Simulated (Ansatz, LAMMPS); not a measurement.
# A frame of liquid K(F,Br) from 850 K (94 atoms): geometry optimisation, part 3 of 3

Aim: bring a frame of liquid K(F,Br) from 850 K (94 atoms) to a nearby minimum of the energy and see what moves.

Ansatz 0.2.0; Kohn-Sham DFT, PBE, PAW (set soft_2), plane waves.

The cell: 47 K, 18 F and 29 Br. The starting topology of bonds comes from the classical model. The ion parameters were fitted for water, not for melts. The Brillouin zone is sampled at Γ only, in a cell whose shortest periodic width is 15 Å.

So far, density (g/cm³): step 5 (structure statistics after relaxation) 2.17.

### Step 6. Single point at the relaxed geometry

The electronic structure is read at the final geometry, in a run of its own.

input.yaml

```yaml
crystal:
  lattice:
    - [15.1089, 0.0, 0.0]
    - [0.0, 15.1089, 0.0]
    - [0.0, 0.0, 15.1089]
  atoms:
    - { symbol: K, position: [0.46215, 0.64641, 0.50016] }
    - { symbol: K, position: [0.81772, 0.59375, 0.38166] }
    - { symbol: K, position: [0.60061, 0.48648, 0.71128] }
    - { symbol: K, position: [0.33134, 0.91334, 0.0736] }
    - { symbol: K, position: [0.22397, 0.65505, 0.03996] }
    - { symbol: K, position: [0.13242, 0.13228, 0.01805] }
    - { symbol: K, position: [0.48796, 0.8622, 0.80219] }
    - { symbol: K, position: [0.39885, 0.51908, 0.86771] }
    - { symbol: K, position: [0.92012, 0.2232, 0.18772] }
    - { symbol: K, position: [0.00381, 0.50885, 0.21917] }
    - { symbol: K, position: [0.87557, 0.0153, 0.05169] }
    - { symbol: K, position: [0.77774, 0.54137, 0.10482] }
    - { symbol: K, position: [0.69444, 0.73475, 0.62538] }
    - { symbol: K, position: [0.86028, 0.77458, 0.16224] }
    - { symbol: K, position: [0.27672, 0.36579, 0.3223] }
    - { symbol: K, position: [0.06686, 0.21957, 0.71853] }
    - { symbol: K, position: [0.28338, 0.02726, 0.82581] }
    - { symbol: K, position: [0.97056, 0.54683, 0.73658] }
    - { symbol: K, position: [0.13943, 0.14874, 0.27255] }
    - { symbol: K, position: [0.91484, 0.92026, 0.64635] }
    - { symbol: K, position: [0.21851, 0.11672, 0.49617] }
    - { symbol: K, position: [0.67416, 0.01205, 0.41779] }
    - { symbol: K, position: [0.24646, 0.74537, 0.72472] }
    - { symbol: K, position: [0.58882, 0.12742, 0.18078] }
    - { symbol: K, position: [0.54493, 0.44523, 0.33159] }
    - { symbol: K, position: [0.29736, 0.77356, 0.27652] }
    - { symbol: K, position: [0.95744, 0.31312, 0.44471] }
    - { symbol: K, position: [0.72251, 0.09425, 0.82346] }
    - { symbol: K, position: [0.8321, 0.32632, 0.87507] }
    - { symbol: K, position: [0.44717, 0.21089, 0.44262] }
    - { symbol: K, position: [0.95408, 0.99762, 0.31471] }
    - { symbol: K, position: [0.19952, 0.51476, 0.54753] }
    - { symbol: K, position: [0.56465, 0.28639, 0.89384] }
    - { symbol: K, position: [0.04633, 0.75368, 0.38312] }
    - { symbol: K, position: [0.40104, 0.29739, 0.68055] }
    - { symbol: K, position: [0.87044, 0.74237, 0.91681] }
    - { symbol: K, position: [0.38061, 0.04036, 0.31838] }
    - { symbol: K, position: [0.63222, 0.68043, 0.93653] }
    - { symbol: K, position: [0.52599, 0.06385, 0.61098] }
    - { symbol: K, position: [0.55739, 0.84786, 0.26966] }
    - { symbol: K, position: [0.69518, 0.27143, 0.62906] }
    - { symbol: K, position: [0.32436, 0.91473, 0.56621] }
    - { symbol: K, position: [0.41236, 0.54453, 0.13587] }
    - { symbol: K, position: [0.15702, 0.42262, 0.94754] }
    - { symbol: K, position: [0.34648, 0.33344, 0.08487] }
    - { symbol: K, position: [0.08508, 0.89745, 0.12825] }
    - { symbol: K, position: [0.05398, 0.92934, 0.8827] }
    - { symbol: F, position: [0.40681, 0.89698, 0.23099] }
    - { symbol: F, position: [0.53291, 0.22967, 0.58934] }
    - { symbol: F, position: [0.95273, 0.86841, 0.01237] }
    - { symbol: F, position: [0.18996, 0.97994, 0.96952] }
    - { symbol: F, position: [0.54691, 0.1026, 0.34349] }
    - { symbol: F, position: [0.41761, 0.3965, 0.22672] }
    - { symbol: F, position: [0.87459, 0.61829, 0.2243] }
    - { symbol: F, position: [0.98306, 0.1744, 0.33847] }
    - { symbol: F, position: [0.48382, 0.39274, 0.7871] }
    - { symbol: F, position: [0.98582, 0.84381, 0.25329] }
    - { symbol: F, position: [0.33664, 0.88988, 0.73547] }
    - { symbol: F, position: [0.69759, 0.26341, 0.79638] }
    - { symbol: F, position: [0.21983, 0.79763, 0.12452] }
    - { symbol: F, position: [0.28842, 0.19124, 0.35618] }
    - { symbol: F, position: [0.30268, 0.4894, 0.0092] }
    - { symbol: F, position: [0.37829, 0.07027, 0.52183] }
    - { symbol: F, position: [0.01671, 0.07074, 0.14741] }
    - { symbol: F, position: [0.7633, 0.69725, 0.03937] }
    - { symbol: Br, position: [0.17497, 0.95243, 0.35908] }
    - { symbol: Br, position: [0.12634, 0.31724, 0.1435] }
    - { symbol: Br, position: [0.37938, 0.12518, 0.11127] }
    - { symbol: Br, position: [0.25436, 0.72033, 0.50382] }
    - { symbol: Br, position: [0.41889, 0.73389, 0.97443] }
    - { symbol: Br, position: [0.95633, 0.49401, 0.97518] }
    - { symbol: Br, position: [0.57745, 0.47584, 0.00903] }
    - { symbol: Br, position: [0.71523, 0.86845, 0.81] }
    - { symbol: Br, position: [0.21186, 0.5736, 0.2382] }
    - { symbol: Br, position: [0.814, 0.38688, 0.28168] }
    - { symbol: Br, position: [0.76643, 0.59412, 0.78516] }
    - { symbol: Br, position: [0.49714, 0.08269, 0.82138] }
    - { symbol: Br, position: [0.90203, 0.34905, 0.66692] }
    [... 10 atom lines left out ...]
    - { symbol: Br, position: [0.12158, 0.01472, 0.66907] }
    - { symbol: Br, position: [0.02183, 0.76136, 0.75837] }
    - { symbol: Br, position: [0.84596, 0.81167, 0.47475] }
    - { symbol: Br, position: [0.74112, 0.96547, 0.22032] }
    - { symbol: Br, position: [0.01363, 0.53777, 0.44138] }
    - { symbol: Br, position: [0.75659, 0.07018, 0.60249] }
kpoints:
  mp_grid: { grid: [1, 1, 1] }
hamiltonian:
  xc: pbe
scf:
  occupations: { method: fermi_dirac, width: 0.05 }
output:
  forces: true
  stress: true
  populations: intrinsic
  dos:
    method: { smearing: { sigma: 0.1 } }
    de: 0.1
    projected: { site_lists: { Br: [Br], F: [F], K: [K] } }
  eigenvalues: true
  write_density: true
  write_potential: true
  volumetric_format: npy
  elf: true
```

Run with:

```console
ansatz run input.yaml --threads 4 --pin off --max-ram 8192MiB --backend cpu --events-out ev --progress --plain --runs-dir out
```

Numbers of over 12 decimals in the logs are rounded to 6 here.

What it wrote:

```text
[...]
Crystal: 94 atoms, lattice volume = 3449.042 Å³
Basis set: ecut = 420 eV, 67451 PW (Γ), exchange–correlation on 216×216×216 points (8 copies of the dense FFT grid, shifted against one another)
Bands: 470, of which v1, the nominal top of the filled ones, is band 376 counted from 1 (375 counted from 0)
Symmetry: 1 space group operations
[...]
k-points: 1
[...]
SCF iter   1: F=—  HF=-167680.437249 eV  |F-HF|=—  |Δ(HF+E_count)|=         —  Δρ=6.80e-4  dr2=6.78e-2  ethr=1.77e-3  ⟨swp⟩=6.0  Hψ=1817  notcnv=0  defer=76
[...]
SCF iter   9: F=-167680.434210 eV  HF=-167680.434210 eV  |F-HF|=6.14e-9  |Δ(HF+E_count)|=   1.47e-7  Δρ=3.96e-7  dr2=7.30e-9  ethr=1.33e-11  ⟨swp⟩=23.0  Hψ=4327  notcnv=0
SCF 1 converged in 9 iterations: F = -167680.434210 eV  dr2 = 7.30e-9
[...]
WARN: The input density's exchange-correlation potential varies sharply where the density is thin. Do not read a vacuum level from v_tot or v_xc, or from such a field of the output density. On a cell that repeats whose density bears no net charge and no dipole along the vacuum's axis use v_es (v_loc + v_h of the components); [...]
SCF converged after 9 iterations
Free energy (F): -167680.434210 eV
[...]
Internal energy: -167680.434210 eV  (E = F + TS)
E sigma→0 (E₀):  -167680.434210 eV
Fermi energy:    2.215966 eV
[...]
--- Forces (eV/Å), atoms counted from 1 ---
  atom   1  K     -0.00068486    -0.01051282     0.00604482
  atom   2  K     -0.01123336    -0.00553127     0.00350136
  atom   3  K     -0.01966029    -0.02630731     0.01042157
  atom   4  K      0.00198046     0.00082542     0.00275031
  atom   5  K      0.00129845    -0.00376886     0.00326388
  atom   6  K      0.00443596     0.00909688     0.00427242
  atom   7  K      0.01669416    -0.01275790     0.01403836
  atom   8  K      0.00941326    -0.00259441    -0.01511008
  atom   9  K     -0.00040893    -0.00303646    -0.00030879
  atom  10  K     -0.00374575    -0.00232863     0.00353444
  atom  11  K     -0.00646982    -0.00530064     0.00549795
  atom  12  K     -0.00117557     0.00119250    -0.00642090
  atom  13  K     -0.00995506    -0.00328814     0.00714730
  atom  14  K     -0.00270376     0.00087574     0.00614397
[...]
atom  93  Br    -0.00100122    -0.00347090    -0.00136367
  atom  94  Br     0.00770058    -0.00025917     0.00139518
  max |Σ_I F_I| component: 1.07e-5 eV/Å
--- Stress (GPa, compression-positive) ---
       -0.566684      -0.069624      -0.129498
       -0.069624      -0.281817       0.037689
       -0.129498       0.037689      -0.396164
  P = ⅓ Tr σ = -0.4149 GPa (-4.149 kbar)
--- Band table (eV) ---
[...]
--- intrinsic populations: 94 sites ---
  site symbol       q [e]
     0      K      8.2729
     1      K      8.2220
     2      K      8.2183
[...]
93     Br      7.7417
  spilling = -0.000000 (of n_electrons = 752.000000)
```

Run time: 40 s. Hardware: 4 threads of Intel Xeon Platinum 8488C (Sapphire Rapids), shared host; peak memory 4.4 GiB.

The program notes that the exchange-correlation potential is rough where the density is thin.

Numbers from this run:

```yaml
free_energy: -167680.4342 eV
free_energy_per_atom: -1783.8344 eV/atom
scf_cycles: 9
pressure: -0.4149 GPa
r_m_s_force_component: 0.00807 eV/Å
longest_force: 0.03643 eV/Å
fermi_energy: 2.216 eV
spacing_of_highest_filled_and_lowest_empty_level: 3.727 eV
```

Intrinsic-atomic-orbital charges by element and coordination:

| element | coordination | atoms | mean charge (e) | spread | least | most |
| --- | --- | --- | --- | --- | --- | --- |
| Br | all | 29 | -0.736 | 0.0082 | -0.749 | -0.715 |
| Br | 4 | 2 | -0.742 | 0.0056 | -0.747 | -0.736 |
| Br | 5 | 16 | -0.740 | 0.0053 | -0.749 | -0.730 |
| Br | 6 | 9 | -0.731 | 0.004 | -0.740 | -0.726 |
| Br | 7 | 1 | -0.718 | 0 | -0.718 | -0.718 |
| Br | 8 | 1 | -0.715 | 0 | -0.715 | -0.715 |
| F | all | 18 | -0.883 | 0.0057 | -0.890 | -0.867 |
| F | 4 | 14 | -0.885 | 0.0036 | -0.890 | -0.875 |
| F | 5 | 3 | -0.878 | 0.0032 | -0.882 | -0.874 |
| F | 6 | 1 | -0.867 | 0 | -0.867 | -0.867 |
| K | all | 47 | 0.792 | 0.0271 | 0.727 | 0.853 |
| K | 4 | 10 | 0.802 | 0.019 | 0.761 | 0.823 |
| K | 5 | 28 | 0.795 | 0.0276 | 0.739 | 0.853 |
| K | 6 | 9 | 0.772 | 0.0225 | 0.727 | 0.798 |

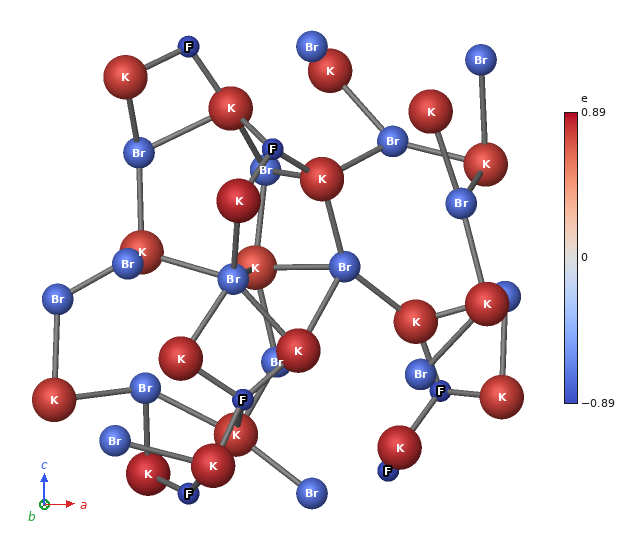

Atoms coloured by intrinsic-atomic-orbital charge. Drawn is a slice 6 Å thick, seen along the normal of the ac plane. Bonds to atoms that aren't drawn are left out.

Density of states as counts of states in windows of 1 eV (from the Fermi level), total and the larger projections:

| from (eV) | to (eV) | total | Br p | F p | K s |
| --- | --- | --- | --- | --- | --- |
| -10 | -4 | 0.0 | 0.0 | 0.0 | 0.0 |
| -4 | -3 | 105.6 | 7.2 | 94.0 | 2.2 |
| -3 | -2 | 167.6 | 150.9 | 10.5 | 3.9 |
| -2 | -1 | 8.9 | 8.7 | 0.1 | 0.0 |
| -1 | 1 | 0.0 | 0.0 | 0.0 | 0.0 |
| 1 | 2 | 2.0 | 0.0 | 0.0 | 1.6 |
| 2 | 3 | 9.1 | 0.5 | 0.1 | 7.0 |
| 3 | 4 | 29.3 | 1.5 | 0.3 | 19.8 |
| 4 | 5 | 68.6 | 1.4 | 0.4 | 22.5 |

Between -26 and -10 eV lie 376 more states.

The stored curve holds about 658 of the 752 electrons; the rest, give or take the few that broadening carries across the Fermi level, lie in deeper levels below its range.

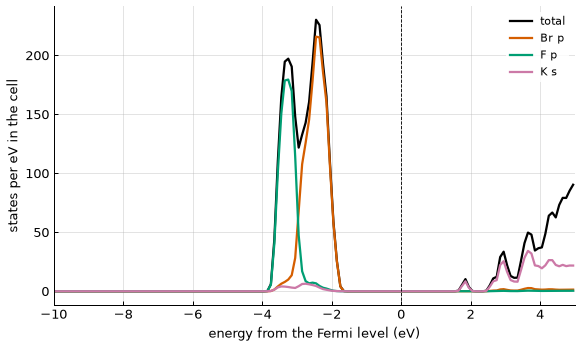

Total and projected density of states, with the broadening of the input.

The levels nearest the highest filled one (over half full), pooled over k-points and spins:

| level less the highest filled one (eV) | occupation |
| --- | --- |
| -0.157 | 2 |
| -0.123 | 2 |
| -0.0986 | 2 |
| -0.073 | 2 |
| -0.0049 | 2 |
| 0 | 2 |
| 3.73 | 0 |
| 4.53 | 0 |
| 4.74 | 0 |
| 4.76 | 0 |
| 4.82 | 0 |
| 4.87 | 0 |

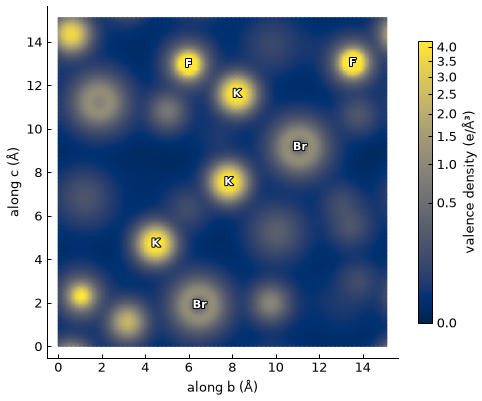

Valence density in the bc plane at fractional x = 0.407, with atoms of K and F and Br within 0.2 Å of it. It is the smooth field of the valence electrons, not physical close to the nuclei. The map starts off the cell's origin, so that atoms lie inside it. The colour scale is stretched toward low values.

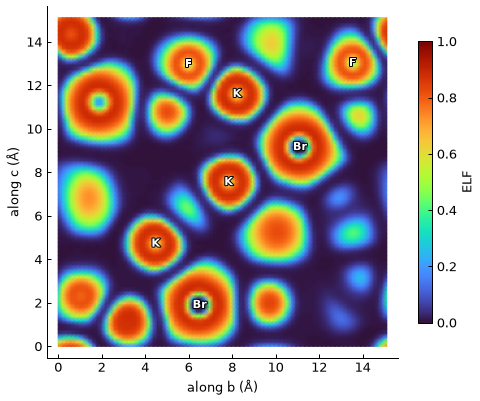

ELF in the bc plane at fractional x = 0.407, with atoms of K and F and Br within 0.2 Å of it. It is the smooth field of the valence electrons, not physical close to the nuclei. The map starts off the cell's origin, so that atoms lie inside it.

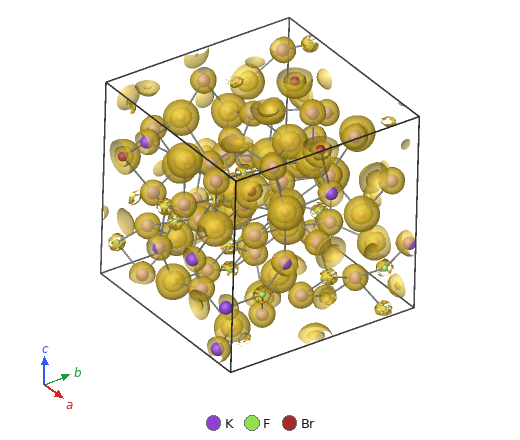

Surface of ELF = 0.81. Bonds to atoms that aren't drawn are left out.

Mean intrinsic-atomic-orbital charges: Br -0.74, F -0.88, K +0.79 e. The largest share in the top eV of filled states is Br p (94 % of the projected weight), and in the lowest eV of empty states K s (85 % of the projected weight).

A closer look about K43, which has 6 bonded neighbours where the commonest count for K is 5: 8 atoms, nearest first, numbered in the order of the input, with positions taken from that point.

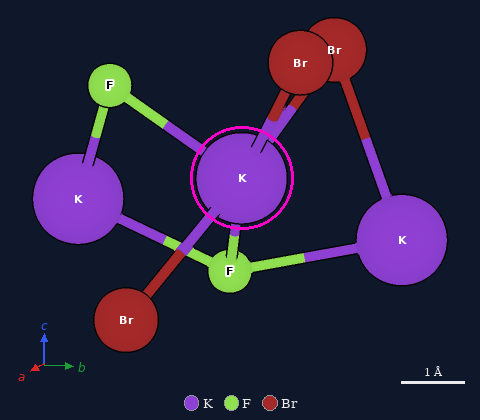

The atoms of the table, within 3.6 Å (arrows a, b, c point along x, y, z); some may hide others; the central atom is ringed.

| atom | x | y | z | distance (Å) | bonds | intrinsic-atomic-orbital charge (e) |
| --- | --- | --- | --- | --- | --- | --- |
| K43 | 0.00 | 0.00 | 0.00 | 0.00 | 6 | 0.78 |
| F53 | 0.08 | -2.24 | 1.37 | 2.63 | 4 | -0.89 |
| F62 | -1.66 | -0.83 | -1.91 | 2.67 | 5 | -0.88 |
| Br82 | 1.49 | 1.58 | 2.31 | 3.17 | 5 | -0.74 |
| Br72 | 2.49 | -1.04 | -1.92 | 3.31 | 5 | -0.73 |
| K45 | -1.00 | -3.19 | -0.77 | 3.43 | 4 | 0.81 |
| Br74 | -3.03 | 0.44 | 1.55 | 3.43 | 5 | -0.73 |
| K5 | -2.85 | 1.67 | -1.45 | 3.60 | 4 | 0.82 |

The column of bonds counts only the pairs K-Br within 3.93 Å, K-F within 3.04 Å; other neighbours, such as metal atoms beside each other in a compound, aren't counted, and periodic images can show an atom twice.

### Step 7. Summary of results

| Quantity | Value |
| --- | --- |
| energy change in the relaxation | -70.65 meV/atom |
| r.m.s. displacement | 0.647 Å |
| largest displacement | 1.351 Å |
| free energy per atom | -1783.8344 eV/atom |
| pressure | -0.4149 GPa |
| r.m.s. force component | 0.00807 eV/Å |
| gap (highest filled to lowest empty level) | 3.727 eV |
| wall time of the 3 DFT runs | 7.2 min |

Relaxation lowers the energy by 70.7 meV/atom and moves atoms by 0.65 Å r.m.s.; the r.m.s. force component goes from 0.24 to 0.0081 eV/Å, the pressure goes from -0.39 to -0.41 GPa, and the gap from 3.26 to 3.73 eV. By the final cutoffs 14 of 212 bonded pairs parted and 36 joined. First to last step the energy falls by 6.641 eV; the largest move, 1.35 Å, is that of F49. The K-F bonds go from 2.686 Å (spread 0.126) to 2.627 Å (spread 0.102), and their number from 64 to 77. With the cutoffs above, 55 % of Br atoms have 5, 78 % of F atoms have 4 and 60 % of K atoms have 5 bonded neighbours. The highest filled and lowest empty levels differ by 3.73 eV (at Γ alone); a semilocal functional tends to put such gaps too low. In a disordered cell it changes from sample to sample and from frame to frame.

**Limits.** The starting topology of bonds comes from the classical model; in DFT 14 of its 212 bonded pairs passed out of the cutoffs and 36 came within them.

[Logs are printed without paths, hosts, clocks, repeated set-up lines and the standing remarks that a program may print on its own settings, such as how far it seeks lower states.]

[Hosts, paths, dates, database ids (printed as entryN), source tags and the programs' standing remarks are cut or masked in the printed files.]
